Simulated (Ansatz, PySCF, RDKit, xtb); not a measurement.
# Isomers of C3H3F3OS, a sample narrowed down

Which of a sample of isomers of C3H3F3OS is the most stable in the gas at 298.15 K, and what are its properties? The sample is small against all isomers, and the most stable one of this formula need not be in it.

Plan: many cheap relaxations first (GFN2-xTB), then density-functional screening, relaxation at PBE0-D3(BJ)/def2-SVP, vibrations (at GFN2-xTB) and a final energy. The numbers are computed, not measured.

### 1 Possible bonding patterns

Isomers were taken from a list of plausible structures; this is a sample, not all of them. That gives 3 candidates.

| label | SMILES | spin |
| --- | --- | --- |
| c656 | FC(F)(F)[C@@H]1O[C@@H]1S | singlet |
| c691 | FC(F)(F)[C@@H]1O[C@H]1S | singlet |
| c956 | FC(F)(F)[C@@]1(S)CO1 | singlet |

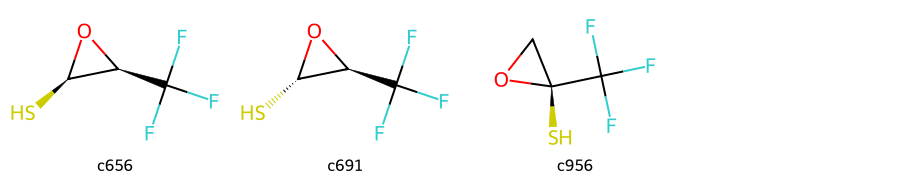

Structural formulas of the candidates.

Candidates are built by distance geometry, with a force field where one applies, in up to four conformers (letters a to d).

### 2 Cheap relaxation of all starts

All 3 starts are relaxed the same way. One of them, c656a (taken from a list of positional isomers, embedded by distance geometry and MMFF94), in full:

Input file start.xyz:

```xyz
11
c656a
C      2.530279     2.066583     0.809873
C      1.868210     1.070424    -0.029758
C      0.874244     0.027517     0.478881
F      3.116927     3.039849     0.039657
F      3.498747     1.487725     1.529573
F      1.696622     2.663555     1.696860
O      0.449732     1.188100    -0.211691
S      0.388164    -0.060903     2.133793
H      2.395198     0.793878    -0.884706
H      0.803620    -0.875583    -0.027584
H     -0.000258     1.227295     2.324210
```

The run is started by

```
$ xtb start.xyz --gfn 2 --opt
```

Standard output (excerpt; [...] marks lines left out):

```text
* xtb version 6.7.1
[...]
          :  # basis functions                  41          :
[...]
          :  # electrons                        48          :
[...]
          :  Hamiltonian                  GFN2-xTB          :
[...]
          :  net charge                          0          :
          :  unpaired electrons                  0          :
[...]
   *** convergence criteria satisfied after 11 iterations ***
[...]
   *** GEOMETRY OPTIMIZATION CONVERGED AFTER 12 ITERATIONS ***
[...]
   *** convergence criteria satisfied after 3 iterations ***
[...]
         ::                     SUMMARY                     ::
         :::::::::::::::::::::::::::::::::::::::::::::::::::::
         :: total energy             -29.429501081664 Eh    ::
         :: gradient norm              0.000495237767 Eh/a0 ::
         :: HOMO-LUMO gap              4.498506385877 eV    ::
         ::.................................................::
         :: SCC energy               -29.565349482033 Eh    ::
         :: -> isotropic ES            0.061396607861 Eh    ::
         :: -> anisotropic ES          0.003437315412 Eh    ::
         :: -> anisotropic XC         -0.018748183037 Eh    ::
         :: -> dispersion             -0.007627337912 Eh    ::
         :: repulsion energy           0.135848400370 Eh    ::
         :: add. restraining           0.000000000000 Eh    ::
         :: total charge               0.000000000000 e     ::
         :::::::::::::::::::::::::::::::::::::::::::::::::::::
[...]
        24        2.0000           -0.4098394             -11.1523 (HOMO)
        25                         -0.2445224              -6.6538 (LUMO)
[...]
     #   Z          covCN         q      C6AA      α(0)
     1   6 C        3.328     0.485    17.413     6.626
     2   6 C        3.741     0.079    19.343     6.275
     3   6 C        3.727     0.154    18.201     6.091
     4   9 F        0.792    -0.193    11.159     3.946
     5   9 F        0.791    -0.195    11.180     3.950
     6   9 F        0.790    -0.184    11.072     3.931
     7   8 O        1.706    -0.279    18.627     5.827
     8  16 S        1.904    -0.213   150.153    20.624
     9   1 H        0.925     0.075     2.034     2.230
    10   1 H        0.925     0.073     2.056     2.242
    11   1 H        0.923     0.199     1.104     1.643
[...]
     #   Z sym  total        # sym  WBO       # sym  WBO       # sym  WBO
 ---------------------------------------------------------------------------
     1   6 C    3.848 --     6 F    0.963     4 F    0.956     5 F    0.951
                             2 C    0.943
     2   6 C    3.901 --     9 H    0.956     3 C    0.953     7 O    0.947
                             1 C    0.943
     3   6 C    3.902 --     8 S    1.002     7 O    0.965    10 H    0.957
                             2 C    0.953
     4   9 F    1.083 --     1 C    0.956
     5   9 F    1.080 --     1 C    0.951
     6   9 F    1.095 --     1 C    0.963
     7   8 O    2.042 --     3 C    0.965     2 C    0.947
     8  16 S    2.062 --     3 C    1.002    11 H    0.946
     9   1 H    0.994 --     2 C    0.956
    10   1 H    0.995 --     3 C    0.957
[...]
molecular dipole:
                 x           y           z       tot (Debye)
 q only:       -0.066      -0.656      -0.289
   full:       -0.027      -0.532      -0.637       2.110
molecular quadrupole (traceless):
[...]
          | TOTAL ENERGY              -29.429501081664 Eh   |
          | GRADIENT NORM               0.000495237767 Eh/α |
          | HOMO-LUMO GAP               4.498506385877 eV   |
           -------------------------------------------------
[...]
```

Wall time 0.26 s (2 threads of Intel Xeon at 2.50GHz (Skylake/Cascade Lake), shared host).

### 3 What the search left

3 of the 3 relaxations converged. 3 distinct structures remain:

| label | start | SMILES after | spin | energy (kcal/mol) |
| --- | --- | --- | --- | --- |
| c956a | drawn | FC(F)(F)[C@@]1(S)CO1 | singlet | 0.0 |
| c656a | drawn | FC(F)(F)[C@@H]1O[C@@H]1S | singlet | 0.7 |
| c691a | drawn | FC(F)(F)[C@@H]1O[C@H]1S | singlet | 0.9 |

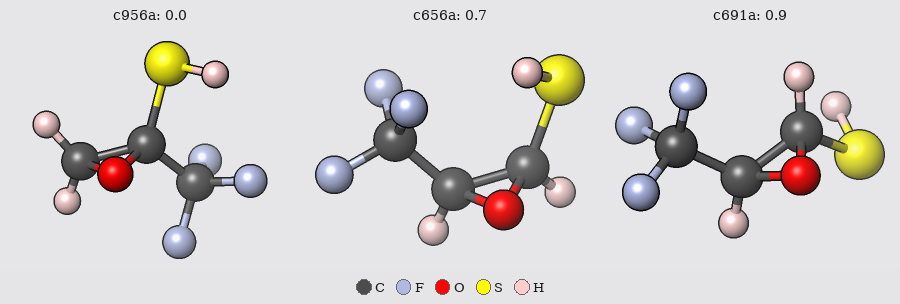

The 3 lowest minima that did not fall apart, with their GFN2-xTB energies in kcal/mol.

### 4 Screening with a density functional

A choice of the minima (the low ones first, few conformers of a pattern, up to a cap) and the lowest that fell apart get a single point at r2SCAN-D4/def2-SVP on the tight-binding geometry, and one at HF/STO-3G for comparison. The lowest singlets are also tried as triplets at the same geometry (label ending in t). The first, c956a:

Input file input.yaml:

```yaml
basis:
  gaussian:
    orbitals: def2-SVP
crystal:
  periodic: [false, false, false]
  atoms:
    - symbol: C
      position_ang: [0.825252, 2.100118, 0.853365]
    - symbol: C
      position_ang: [1.689385, 0.883067, 0.563937]
    - symbol: C
      position_ang: [2.828980, 0.573989, 1.432760]
    - symbol: F
      position_ang: [1.312107, 3.194910, 0.256058]
    - symbol: F
      position_ang: [0.754820, 2.366488, 2.159681]
    - symbol: F
      position_ang: [-0.428552, 1.940451, 0.413080]
    - symbol: O
      position_ang: [1.628410, -0.145273, 1.483036]
    - symbol: S
      position_ang: [1.784478, 0.459743, -1.188365]
    - symbol: H
      position_ang: [0.497841, 0.138513, -1.316632]
    - symbol: H
      position_ang: [3.671621, 0.051002, 0.996802]
    - symbol: H
      position_ang: [3.040382, 1.206050, 2.286323]
hamiltonian:
  xc: {name: r2SCAN}
  dispersion: d4
scf:
  lower_state_search: "off"
output:
  orbitals: {seedname: orbitals}
```

The run is started by

```
$ ansatz run input.yaml --threads 2 --pin off --max-ram 5220MiB --events-out events.jsonl --progress --plain --runs-dir runs
```

Standard output (excerpt; [...] marks lines left out):

```text
Warning: RAYON_NUM_THREADS=2 ignored (pool sized by the plan → 2); use --threads N
Functional definition: r2SCAN
  name "r2SCAN"
[...]
1440 factors; their error is unknown
[...]
mean field -24171.33946282 eV, -888.2803413362 hartree, gradient 5.5e-6 eV, S^2 0.000000; 0 other end points of the search recorded, 0 dependent functions left out
reference -24171.33946962 eV, -888.2803415861 hartree; 36, 36 occupied and 95, 95 virtual orbitals, 1440 factors
Total energy: -24171.41082966 eV, -888.2829640192 hartree
Checks for a lower state left out: stability, starts, cluster_reference, orbital_swaps, neighbouring_geometries, increment
```

It took 5.1 s on 2 threads of Intel Xeon at 2.50GHz (Skylake/Cascade Lake), shared host; peak memory 0.18 GiB.

Relative energies in kcal/mol, each column from its lowest structure that stays in one piece:

| label | SMILES | spin | GFN2-xTB | HF/STO-3G | r2SCAN-D4/def2-SVP |
| --- | --- | --- | --- | --- | --- |
| c956a | FC(F)(F)[C@@]1(S)CO1 | singlet | 0.0 | 0.0 | 0.0 |
| c691a | FC(F)(F)[C@@H]1O[C@H]1S | singlet | 0.9 | 1.1 | 2.9 |
| c656a | FC(F)(F)[C@@H]1O[C@@H]1S | singlet | 0.7 | 0.3 | 3.4 |
| c691at | FC(F)(F)[C@@H]1O[C@H]1S | triplet | – | – | 126.9 |
| c956at | FC(F)(F)[C@@]1(S)CO1 | triplet | – | – | 133.7 |

### 5 Relaxing the best candidates

3 candidates are relaxed at PBE0-D3(BJ)/def2-SVP (chosen among the lowest in one piece). The first, c956a:

Input file input.yaml:

```yaml
crystal:
  periodic: [false, false, false]
  atoms:
    - {symbol: C, position_ang: [0.825252, 2.100118, 0.853365]}
    - {symbol: C, position_ang: [1.689385, 0.883067, 0.563937]}
    - {symbol: C, position_ang: [2.828980, 0.573989, 1.432760]}
    - {symbol: F, position_ang: [1.312107, 3.194910, 0.256058]}
    - {symbol: F, position_ang: [0.754820, 2.366488, 2.159681]}
    - {symbol: F, position_ang: [-0.428552, 1.940451, 0.413080]}
    - {symbol: O, position_ang: [1.628410, -0.145273, 1.483036]}
    - {symbol: S, position_ang: [1.784478, 0.459743, -1.188365]}
    - {symbol: H, position_ang: [0.497841, 0.138513, -1.316632]}
    - {symbol: H, position_ang: [3.671621, 0.051002, 0.996802]}
    - {symbol: H, position_ang: [3.040382, 1.206050, 2.286323]}
basis:
  gaussian:
    orbitals: def2-SVP
relax:
  f_tol: 0.006
scf:
  lower_state_search: "off"
hamiltonian:
  xc: {name: PBE0}
  dispersion: d3bj
```

The run is started by

```
$ ansatz run input.yaml --threads 2 --pin off --max-ram 5220MiB --events-out events.jsonl --progress --plain --runs-dir runs
```

Standard output (excerpt; [...] marks lines left out):

```text
Warning: RAYON_NUM_THREADS=2 ignored (pool sized by the plan → 2); use --threads N
[...]
Functional definition: PBE0
  name "PBE0"
[...]
1408 factors; integrals over basis functions are off by at most 2.4e-4 eV
[...]
mean field -24161.09512396 eV, -887.9038688272 hartree, gradient 5.9e-6 eV, S^2 0.000000; 0 other end points of the search recorded, 0 dependent functions left out
[...]
reference -24161.09514330 eV, -887.9038695379 hartree; 36, 36 occupied and 95, 95 virtual orbitals, 1408 factors
relax step   1: F+E_penalty+E_count = -24161.31936528 eV  Δ(F+E_penalty+E_count) = +0.000e0 eV  max|allowed force component| = 7.022e-1 eV/Å  Δτ_max = 0.0000 Å  (16 SCF iters, accepted)
[...]
relax step   7: F+E_penalty+E_count = -24161.35740476 eV  Δ(F+E_penalty+E_count) = -4.809e-5 eV  max|allowed force component| = 6.125e-3 eV/Å  Δτ_max = 0.0102 Å  (21 SCF iters, accepted)
[...]
Atom 2 at     2.819176     0.576632     1.434256 Å, force     0.000236     0.002039    -0.001261 eV/Å
Atom 3 at     1.285469     3.177965     0.227137 Å, force    -0.000135    -0.001034     0.000517 eV/Å
Atom 4 at     0.798546     2.349570     2.153911 Å, force     0.000088    -0.000139     0.000412 eV/Å
Atom 5 at    -0.425436     1.884171     0.443817 Å, force     0.000296    -0.000253    -0.000024 eV/Å
Atom 6 at     1.600132    -0.129971     1.501348 Å, force     0.001249    -0.000708     0.001614 eV/Å
Atom 7 at     1.811032     0.445737    -1.182107 Å, force     0.001010    -0.000402    -0.002141 eV/Å
Atom 8 at     0.486746     0.221084    -1.330125 Å, force    -0.000153    -0.000023     0.000292 eV/Å
Atom 9 at     3.669286     0.023609     1.017204 Å, force    -0.000612    -0.001101    -0.000036 eV/Å
Atom 10 at     3.033274     1.239834     2.280025 Å, force    -0.000492    -0.000575     0.000991 eV/Å
Dipole moment:     0.274258    -0.050026    -0.042259 e Å
Checks for a lower state left out: stability, starts, cluster_reference, orbital_swaps, neighbouring_geometries, increment
```

It took 62 s on 2 threads of Intel Xeon at 2.50GHz (Skylake/Cascade Lake), shared host; peak memory 0.34 GiB.

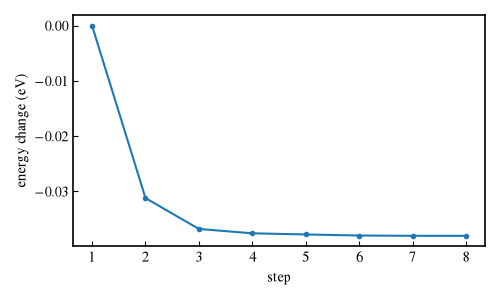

Energy along the run, all evaluated steps.

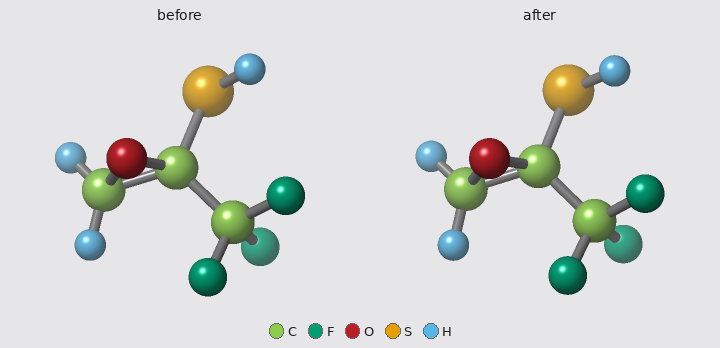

Before and after, at one scale.

After the run. Bond lengths: C1–C2 1.519 Å, C2–C3 1.463 Å, C1–F4 1.329 Å, C1–F5 1.331 Å, C1–F6 1.335 Å, C2–O7 1.397 Å, C3–O7 1.411 Å, C2–S8 1.787 Å, S8–H9 1.351 Å, C3–H10 1.097 Å, C3–H11 1.096 Å. Some angles: C1–C2–C3 119.1°, C1–C2–O7 113.8°, C1–C2–S8 115.1°, C3–C2–O7 59.0°, C3–C2–S8 119.1°, O7–C2–S8 119.1°, C2–C1–F4 111.1°, C2–C1–F5 111.1°, C2–C1–F6 110.6°, F4–C1–F5 108.1°.

### 6 After refinement

| label | spin | r2SCAN-D4/def2-SVP (kcal/mol) | PBE0-D3(BJ)/def2-SVP, relaxed (kcal/mol) | time |
| --- | --- | --- | --- | --- |
| c956a | singlet | 0.0 | 0.0 | 62 s |
| c691a | singlet | 2.9 | 2.1 | 84 s |
| c656a | singlet | 3.4 | 2.1 | 89 s |

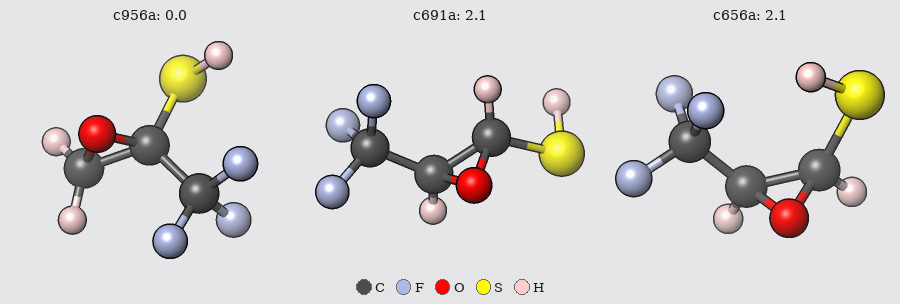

The relaxed structures, with energies at PBE0-D3(BJ)/def2-SVP in kcal/mol.

### 7 Vibrations and thermal terms

The lowest few in one piece go on as finalists. In this search the thermal terms come from GFN2-xTB at its own nearest minimum. The first, c956a:

Input file start.xyz:

```xyz
11
c956a
C      0.829085     2.095215     0.847848
C      1.697414     0.885211     0.546731
C      2.819176     0.576632     1.434256
F      1.285469     3.177965     0.227137
F      0.798546     2.349570     2.153911
F     -0.425436     1.884171     0.443817
O      1.600132    -0.129971     1.501348
S      1.811032     0.445737    -1.182107
H      0.486746     0.221084    -1.330125
H      3.669286     0.023609     1.017204
H      3.033274     1.239834     2.280025
```

The run is started by

```
$ xtb start.xyz --gfn 2 --ohess tight
```

Standard output (excerpt; [...] marks lines left out):

```text
* xtb version 6.7.1
[...]
          :  # basis functions                  41          :
[...]
          :  # electrons                        48          :
[...]
          :  Hamiltonian                  GFN2-xTB          :
[...]
          :  net charge                          0          :
          :  unpaired electrons                  0          :
[...]
   *** convergence criteria satisfied after 11 iterations ***
[...]
   *** GEOMETRY OPTIMIZATION CONVERGED AFTER 10 ITERATIONS ***
[...]
   *** convergence criteria satisfied after 3 iterations ***
[...]
         ::                     SUMMARY                     ::
         :::::::::::::::::::::::::::::::::::::::::::::::::::::
         :: total energy             -29.430561121854 Eh    ::
         :: gradient norm              0.000237913326 Eh/a0 ::
         :: HOMO-LUMO gap              4.533003856836 eV    ::
         ::.................................................::
         :: SCC energy               -29.567831489423 Eh    ::
         :: -> isotropic ES            0.061712425436 Eh    ::
         :: -> anisotropic ES          0.002224285099 Eh    ::
         :: -> anisotropic XC         -0.018536976167 Eh    ::
         :: -> dispersion             -0.007720362948 Eh    ::
         :: repulsion energy           0.137270367568 Eh    ::
         :: add. restraining           0.000000000000 Eh    ::
         :: total charge              -0.000000000000 e     ::
         :::::::::::::::::::::::::::::::::::::::::::::::::::::
[...]
        24        2.0000           -0.4201368             -11.4325 (HOMO)
        25                         -0.2535519              -6.8995 (LUMO)
[...]
molecular dipole:
                 x           y           z       tot (Debye)
 q only:        0.648      -0.321      -0.188
   full:        0.523      -0.333       0.057       1.581
molecular quadrupole (traceless):
[...]
          | TOTAL ENERGY              -29.430561121855 Eh   |
          | TOTAL ENTHALPY            -29.362962043720 Eh   |
          | TOTAL FREE ENERGY         -29.405486799610 Eh   |
          | GRADIENT NORM               0.000237940988 Eh/α |
[...]
```

Wall time 0.81 s (2 threads of Intel Xeon at 2.50GHz (Skylake/Cascade Lake), shared host); peak memory 0.11 GiB.

### 8 Thermal terms of the finalists

As xtb prints them, at 298.15 K, with its own treatment of low modes:

| label | SMILES | spin | lowest mode (cm⁻¹) | zero-point (kcal/mol) | G − E (kcal/mol) |
| --- | --- | --- | --- | --- | --- |
| c956a | FC(F)(F)[C@@]1(S)CO1 | singlet | 42 | 36.6 | 15.7 |
| c691a | FC(F)(F)[C@@H]1O[C@H]1S | singlet | 37 | 36.5 | 15.1 |
| c656a | FC(F)(F)[C@@H]1O[C@@H]1S | singlet | 41 | 36.9 | 16.0 |

### 9 Last filter: a higher level

Single points at CCSD(T)/def2-SVP + MP2/def2-TZVPP - MP2/def2-SVP on the refined geometries decide the order.

c956a, CCSD(T)/def2-SVP:

Input file input.yaml:

```yaml
crystal:
  periodic: [false, false, false]
  atoms:
    - symbol: C
      position_ang: [0.829085, 2.095215, 0.847848]
    - symbol: C
      position_ang: [1.697414, 0.885211, 0.546731]
    - symbol: C
      position_ang: [2.819176, 0.576632, 1.434256]
    - symbol: F
      position_ang: [1.285469, 3.177965, 0.227137]
    - symbol: F
      position_ang: [0.798546, 2.349570, 2.153911]
    - symbol: F
      position_ang: [-0.425436, 1.884171, 0.443817]
    - symbol: O
      position_ang: [1.600132, -0.129971, 1.501348]
    - symbol: S
      position_ang: [1.811032, 0.445737, -1.182107]
    - symbol: H
      position_ang: [0.486746, 0.221084, -1.330125]
    - symbol: H
      position_ang: [3.669286, 0.023609, 1.017204]
    - symbol: H
      position_ang: [3.033274, 1.239834, 2.280025]
basis:
  gaussian:
    orbitals: def2-SVP
correlation:
  method: ccsd_t
  frozen_orbitals: {C: 1, F: 1, S: 5, H: 0, O: 1}
```

The run is started by

```
$ ansatz run input.yaml --threads 2 --pin off --max-ram 5220MiB --events-out events.jsonl --progress --plain --runs-dir runs
```

Standard output (excerpt; [...] marks lines left out):

```text
Warning: RAYON_NUM_THREADS=2 ignored (pool sized by the plan → 2); use --threads N
Functional definition: HF
  name "HF"
[...]
1271 factors; integrals over basis functions are off by at most 1.3e-3 eV
[...]
mean field -24095.77514977 eV, -885.5034040510 hartree, gradient 1.2e-6 eV, S^2 0.000000; 0 other end points of the search recorded, 0 dependent functions left out
12 core orbitals not correlated: weight in the atoms' cores, before any rotation towards them, 1.000 or more for the frozen orbitals, at most 0.000 for the correlated occupied ones
reference -24095.77514977 eV, -885.5034040510 hartree; 24, 24 occupied and 95, 95 virtual orbitals, 1271 factors
second order -34.26217192 eV of doubles, -0.00000000 eV of singles
cycle   1  -34.38573453 eV  change   -1.2e-1 eV  update   1.3e-1
[...]
cycle   9  -35.35346743 eV  change   -3.1e-5 eV  update   2.7e-5
perturbative correction -0.93794489 eV, -0.0344688389 hartree
Total energy: -24132.06656209 eV, -886.8370888545 hartree
```

Wall time 66 s (2 threads of Intel Xeon at 2.50GHz (Skylake/Cascade Lake), shared host); peak memory 1 GiB.

### 10 c956a at MP2/def2-TZVPP

Input file input.yaml:

```yaml
crystal:
  periodic: [false, false, false]
  atoms:
    - {symbol: C, position_ang: [0.829085, 2.095215, 0.847848]}
    - {symbol: C, position_ang: [1.697414, 0.885211, 0.546731]}
    - {symbol: C, position_ang: [2.819176, 0.576632, 1.434256]}
    - {symbol: F, position_ang: [1.285469, 3.177965, 0.227137]}
    - {symbol: F, position_ang: [0.798546, 2.349570, 2.153911]}
    - {symbol: F, position_ang: [-0.425436, 1.884171, 0.443817]}
    - {symbol: O, position_ang: [1.600132, -0.129971, 1.501348]}
    - {symbol: S, position_ang: [1.811032, 0.445737, -1.182107]}
    - {symbol: H, position_ang: [0.486746, 0.221084, -1.330125]}
    - {symbol: H, position_ang: [3.669286, 0.023609, 1.017204]}
    - {symbol: H, position_ang: [3.033274, 1.239834, 2.280025]}
basis:
  gaussian: {orbitals: def2-TZVPP}
correlation: {method: mp2, frozen_orbitals: {C: 1, F: 1, S: 5, H: 0, O: 1}}
```

The run is started by

```
$ ansatz run input.yaml --threads 2 --pin off --max-ram 5220MiB --events-out events.jsonl --progress --plain --runs-dir runs
```

Standard output:

```text
Warning: RAYON_NUM_THREADS=2 ignored (pool sized by the plan → 2); use --threads N
[... 2 set-up lines as earlier in the session ...]
  exchange = exact_x
  correlation = 0
1907 factors; integrals over basis functions are off by at most 1.1e-3 eV
mean field evaluation 1: about -24110.2080 eV, gradient 5.0e1 eV
mean field evaluation 2: about -24110.6411 eV, gradient 5.1e1 eV
mean field evaluation 4: about -24115.6898 eV, gradient 5.3e0 eV
mean field evaluation 8: about -24115.7914 eV, gradient 5.1e-1 eV
mean field evaluation 16: about -24115.7928 eV, gradient 2.3e-6 eV
mean field -24115.79280892 eV, -886.2390394563 hartree, gradient 2.3e-6 eV, S^2 0.000000; 0 other end points of the search recorded, 0 dependent functions left out
12 core orbitals not correlated: weight in the atoms' cores, before any rotation towards them, 1.000 or more for the frozen orbitals, at most 0.000 for the correlated occupied ones
reference -24115.79280892 eV, -886.2390394563 hartree; 24, 24 occupied and 265, 265 virtual orbitals, 1907 factors
second order -44.37141996 eV of doubles, -0.00000000 eV of singles
Total energy: -24160.16422888 eV, -887.8696590639 hartree
```

Wall time 26 s (2 threads of Intel Xeon at 2.50GHz (Skylake/Cascade Lake), shared host); peak memory 1 GiB.

(Part 1 of 2 ends here.)
